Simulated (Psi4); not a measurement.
# C2H3BFN (SMILES FB1C=NC1) at wB97X/def2-SVP

Aim: the vertical singlet–triplet gap of C2H3BFN at wB97X/def2-SVP, from 2 runs. 

Program for the calculation: Psi4 1.11.

2 further runs of the same task are left out: 2 set aside as unsound or not needed. Runs told in other sessions of the task aren't counted.

### 1 The structure to begin with

The species is C2H3BFN (8 atoms), meant as a singlet with charge 0. SMILES: `FB1C=NC1`. The coordinates come from a PBE0-D4/def2-TZVP relaxation.

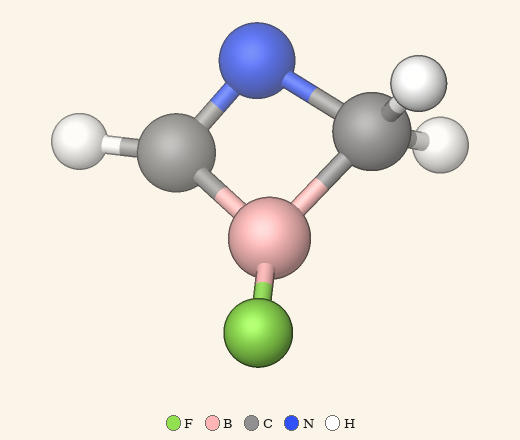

Viewed from a chosen angle; fluorine green, boron pink, carbon grey, nitrogen blue, hydrogen white.

### 2 The energy at wB97X/def2-SVP

Input file c2h3bfn.in:

```
memory 2200 MB

molecule {
  F      0.213200    -1.007300     1.918400
  B     -0.024100    -0.304800     0.836200
  C      0.319000     1.128500     0.345800
  N      0.303900     0.728600    -0.881200
  C     -0.301700    -0.640600    -0.682300
  H      0.656500     2.120900     0.633900
  H      0.257100    -1.432700    -1.186200
  H     -1.331600    -0.649700    -1.040300
  units angstrom
  symmetry c1
  no_reorient
  no_com
}

set {
  basis                def2-SVP
  puream               true
  e_convergence        1e-09
  d_convergence        1e-08
  scf_type             pk
  dft_radial_points    99
  dft_spherical_points 590
}

energy_value, wavefunction = energy('wb97x', return_wfn=True)
oeprop(wavefunction, 'MULLIKEN_CHARGES', 'LOWDIN_CHARGES', 'DIPOLE')
print_variables()
```

Command:

```sh
$ psi4 c2h3bfn.in c2h3bfn.out -n 1
```

c2h3bfn.out:

```text
[...]
  Running in c1 symmetry.
[...]
  Nuclear repulsion =  145.302480494240513
[...]
  Multiplicity = 1
[...]
  Nalpha       = 18
  Nbeta        = 18
[...]
    Number of basis functions: 85
[...]
   @RKS iter   1:  -257.08745569446916   -5.45453e-01   5.49022e-03 DIIS/ADIIS
[...]
   @RKS iter  13:  -257.19784497093138   -1.44951e-11   9.14810e-09 DIIS
[...]
    Orbital Energies [Eh]
    ---------------------
    Doubly Occupied:
       1A    -24.771372     2A    -14.432485     3A    -10.305003
       4A    -10.287262     5A     -6.923490     6A     -1.335084
       7A     -1.082575     8A     -0.812365     9A     -0.702168
      10A     -0.656652    11A     -0.628980    12A     -0.595895
      13A     -0.593512    14A     -0.552837    15A     -0.521822
      16A     -0.426104    17A     -0.422769    18A     -0.364106
[...]
  @RKS Final Energy:  -257.19784497093138
   => Energetics <=
    Nuclear Repulsion Energy =            145.3024804942405126
    One-Electron Energy =                -638.5027122683525249
    Two-Electron Energy =                 259.4918429586405750
    DFT Exchange-Correlation Energy =     -23.4894561554599512
    Empirical Dispersion Energy =           0.0000000000000000
    VV10 Nonlocal Energy =                  0.0000000000000000
    Total Energy =                       -257.1978449709313850
[...]
 Multipole Moments:
 ------------------------------------------------------------------------------------
     Multipole            Electronic (a.u.)      Nuclear  (a.u.)        Total (a.u.)
 ------------------------------------------------------------------------------------
 L = 1.  Multiply by 2.5417464519 to convert [e a0] to [Debye]
 Dipole X            :         -7.0708391            6.8245569           -0.2462822
 Dipole Y            :          4.7138610           -4.7689129           -0.0550518
 Dipole Z            :        -21.8352358           22.0466788            0.2114430
 Magnitude           :                                                    0.3292321
[...]
  Mulliken Charges: (a.u.)
   Center  Symbol    Alpha    Beta     Spin     Total
       1     F     4.53386  4.53386  0.00000 -0.06771
       2     B     2.44808  2.44808  0.00000  0.10385
       3     C     2.99918  2.99918  0.00000  0.00163
       4     N     3.60411  3.60411  0.00000 -0.20822
       5     C     3.00081  3.00081  0.00000 -0.00161
       6     H     0.47677  0.47677  0.00000  0.04645
       7     H     0.47147  0.47147  0.00000  0.05705
       8     H     0.46572  0.46572  0.00000  0.06856
   Total alpha = 18.00000, Total beta = 18.00000, Total charge = -0.00000
[...]
```

Wall time 23 s (1 thread of Intel Xeon Platinum 8259CL at 2.50GHz (Skylake/Cascade Lake), shared host); peak memory 1.3 GiB.

### 3 The triplet: energy and forces at U-wB97X/def2-SVP

Input file calc.dat:

```
memory 2200 mb

molecule {
  0 3
  F      0.213200    -1.007300     1.918400
  B     -0.024100    -0.304800     0.836200
  C      0.319000     1.128500     0.345800
  N      0.303900     0.728600    -0.881200
  C     -0.301700    -0.640600    -0.682300
  H      0.656500     2.120900     0.633900
  H      0.257100    -1.432700    -1.186200
  H     -1.331600    -0.649700    -1.040300
  symmetry c1
  no_reorient
  no_com
}

set basis def2-SVP
set reference uks
set puream true
set e_convergence 1e-09
set d_convergence 1e-08
set scf_type pk
set dft_radial_points 99
set dft_spherical_points 590
set maxiter 100

E, wfn = gradient('wb97x', return_wfn=True)
oeprop(wfn, 'WIBERG_LOWDIN_INDICES', 'MAYER_INDICES', 'LOWDIN_CHARGES', title='WB97X')
```

Command:

```sh
$ psi4 calc.dat calc.out -n 1
```

calc.out, cut to the lines that bear on the results:

```text
[...]
  Running in c1 symmetry.
[...]
  Nuclear repulsion =  145.302480494240513
[...]
  Multiplicity = 3
[...]
  Nalpha       = 19
  Nbeta        = 17
[...]
    Number of basis functions: 85
[...]
   @UKS iter   1:  -256.97447160552315   -4.32469e-01   5.49594e-03 ADIIS/DIIS
[...]
   @UKS iter  20:  -257.08588775798603   -4.88853e-12   6.36566e-09 DIIS
[...]
   @S^2 Observed:                2.007742277E+00
[...]
  @UKS Final Energy:  -257.08588775798603
   => Energetics <=
    Nuclear Repulsion Energy =            145.3024804942405126
    One-Electron Energy =                -638.4126889237904834
    Two-Electron Energy =                 259.5142634819098362
    DFT Exchange-Correlation Energy =     -23.4899428103458767
    Empirical Dispersion Energy =           0.0000000000000000
    VV10 Nonlocal Energy =                  0.0000000000000000
    Total Energy =                       -257.0858877579860291
  UHF NO Occupations:
  HONO-2 :   17  A 1.9981276
  HONO-1 :   18  A 1.0000000
[...]
 Multipole Moments:
 ------------------------------------------------------------------------------------
     Multipole            Electronic (a.u.)      Nuclear  (a.u.)        Total (a.u.)
 ------------------------------------------------------------------------------------
 L = 1.  Multiply by 2.5417464519 to convert [e a0] to [Debye]
 Dipole X            :         -7.0505188            6.8245569           -0.2259618
 Dipole Y            :          4.8208648           -4.7689129            0.0519520
 Dipole Z            :        -22.5319290           22.0466788           -0.4852502
 Magnitude           :                                                    0.5377969
[...]
  -Total Gradient:
     Atom            X                  Y                   Z
    ------   -----------------  -----------------  -----------------
       1        0.007242822238     0.009510289865    -0.018059296600
       2       -0.014516752760    -0.035840412649     0.024312774078
       3       -0.022869521179    -0.031347586046    -0.064217456179
       4        0.027613292990     0.049222747590     0.032927462635
       5       -0.004367830672     0.008280752982     0.031940219334
       6        0.002858660406    -0.004810039233    -0.008964218244
       7       -0.003774669806     0.003246261723     0.002408796659
       8        0.007790894585     0.001802289831    -0.000382166359
[...]
```

Wall time 61 s (1 thread of Intel Xeon Platinum 8259CL at 2.50GHz (Skylake/Cascade Lake), shared host); peak memory 1.3 GiB.

### 4 What came out

Level: wB97X/def2-SVP.

| quantity | value |
| --- | --- |
| singlet: total energy | -257.19784 Eh |
| singlet: dipole moment | 0.84 D |
| singlet: HOMO energy | -9.91 eV |
| singlet: LUMO energy | 0.75 eV |
| singlet: HOMO–LUMO gap | 10.66 eV |
| triplet: total energy | -257.08589 Eh |
| triplet: dipole moment | 1.37 D |
| triplet: HOMO energy (highest over α and β) | -6.75 eV |
| triplet: LUMO energy (lowest over α and β) | -2.18 eV |
| triplet: ⟨S²⟩ | 2.008 |
| triplet: largest force on an atom | 3.858 eV/Å |
| vertical energy of the triplet above the singlet | 3.047 eV |

What this shows: At this shape the triplet lies 3.05 eV (294 kJ/mol) above the singlet. Mulliken charges (singlet) run from -0.21 on N4 to +0.10 on B2; they depend strongly on the basis.
